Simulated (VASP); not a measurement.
Band structure of MnSi (B20). All values below come from PBE GGA, VASP's PBE PAW potentials (set 64) (plane waves; VASP 6.6.1).

The moments were started parallel, and other spin orders were not tried in this run.

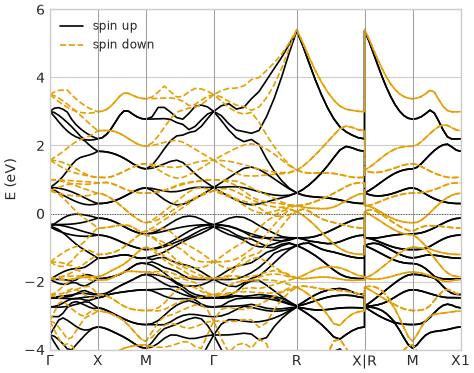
*Bands along high-symmetry lines, zero at the valence-band maximum or, without a gap, the Fermi level*

### Question
Read the plot: is there a gap, and where are the band edges?

### Answer
It has no gap at this level: it comes out as a metal or semimetal. (Edges off the drawn lines would not show.)

The compound is MnSi in the B20 structure. It was relaxed first.
